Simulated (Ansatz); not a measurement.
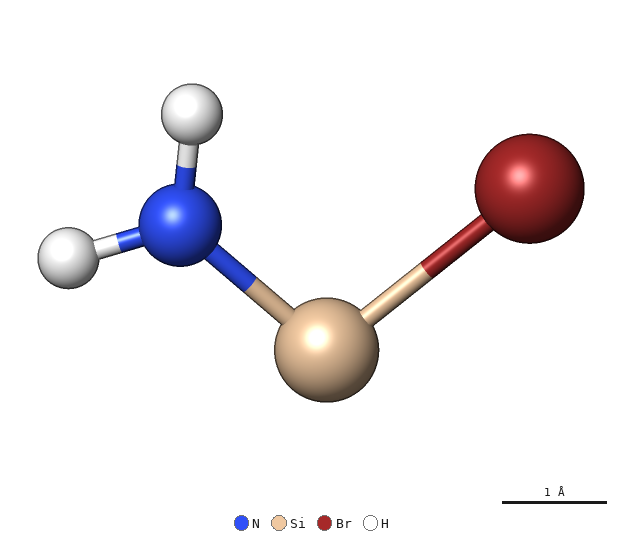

Starting geometry of the run.

Input file:

```yaml
crystal:
  periodic: [false, false, false]
  atoms:
    - {symbol: N, position_ang: [-0.530292, 0.269624, -0.468312]}
    - {symbol: Si, position_ang: [-0.248424, -1.200501, 0.708611]}
    - {symbol: Br, position_ang: [2.134147, -0.633805, 1.432485]}
    - {symbol: H, position_ang: [0.210915, 1.091030, -0.700788]}
    - {symbol: H, position_ang: [-1.510458, 0.391222, -1.018364]}
basis:
  gaussian: {orbitals: STO-3G}
magnetization: {spin_polarized: true, initial_magnetization: 0}
hamiltonian: {xc: {name: wB97}}
output: {forces: true}
```

It was started with:

```sh
ansatz run in.yaml --threads 4 --pin off --events-out ev --progress --plain --max-ram 10444MiB
```

Output:

```
Functional definition: wB97
  name "wB97"
  cite "Chai & Head-Gordon, J. Chem. Phys. 128, 084106 (2008) doi:10.1063/1.2834918"
  cite "Becke, J. Chem. Phys. 107, 8554 (1997) doi:10.1063/1.475007"
  parameter omega = 0.4/bohr
  parameter cx1 = 1.13116
  parameter cx2 = -2.74915
  parameter cx3 = 12.0900
  parameter cx4 = -5.71642
  parameter css1 = -2.55352
  parameter css2 = 11.8926
  parameter css3 = -26.9452
  parameter css4 = 17.0927
  parameter cos1 = 3.99051
  parameter cos2 = -17.0066
  parameter cos3 = 1.07292
  parameter cos4 = 8.88211
  # The coefficients of nought are those of the uniform gas.
  exchange = spin_sum(e_x_unif_sr(omega)*poly(b97_u_x, 1, cx1, cx2, cx3, cx4)) + exact_x_lr(omega)
  correlation = spin_sum(e_c_pw_same_spin*poly(b97_u_same, 1, css1, css2, css3, css4))
      + integral(e_c_pw_opposite_spin*poly(b97_u_opposite, 1, cos1, cos2, cos3, cos4))
365 factors; integrals over basis functions are off by at most 3.1e-5 eV
137 factors; integrals over basis functions are off by at most 5.3e-6 eV
mean field evaluation 1: about -78568.7021 eV, gradient 1.7e1 eV
mean field evaluation 2: about -78569.1303 eV, gradient 2.0e1 eV
mean field evaluation 4: about -78571.6390 eV, gradient 2.7e-1 eV
mean field evaluation 8: about -78571.5838 eV, gradient 5.6e-3 eV
mean field -78571.58377952 eV, -2887.4524461650 hartree, gradient 6.3e-5 eV, S^2 0.000000; 0 other end points of the search recorded, 0 dependent functions left out
the calculation of the forces begins
reference -78571.58377446 eV, -2887.4524459790 hartree; 29, 29 occupied and 5, 5 virtual orbitals, 365 factors
Total energy: -78571.58377446 eV, -2887.4524459790 hartree
Atom 0 at    -0.530292     0.269624    -0.468312 Å, force     0.366902    -1.183965     1.013755 eV/Å
Atom 1 at    -0.248424    -1.200501     0.708611 Å, force     2.415191     4.539236    -2.081207 eV/Å
Atom 2 at     2.134147    -0.633805     1.432485 Å, force    -3.521033    -0.609206    -1.231622 eV/Å
Atom 3 at     0.210915     1.091030    -0.700788 Å, force    -2.548214    -2.562438     0.613290 eV/Å
Atom 4 at    -1.510458     0.391222    -1.018364 Å, force     3.287154    -0.183627     1.685784 eV/Å
Dipole moment:    -0.797193     0.026336    -0.395517 e Å
```

The calculation finished and met its thresholds.
